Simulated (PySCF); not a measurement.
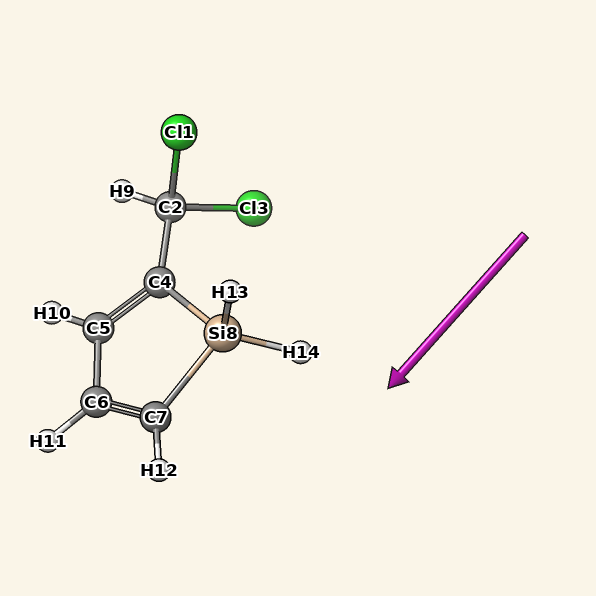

The arrow beside the molecule shows the direction of the dipole moment, from the negative to the positive end (its length means nothing). Computed geometry: PBE0-D3(BJ)/def2-SVP optimisation. No frequency run is at hand to confirm it as a minimum. Properties computed with PBE/pcSseg-1, gas phase (PySCF 2.14.0).

> How large is the dipole moment?

2.50 D; it points from the side of Cl1, Cl3 to the side of H11 (the outermost atoms at the two ends).
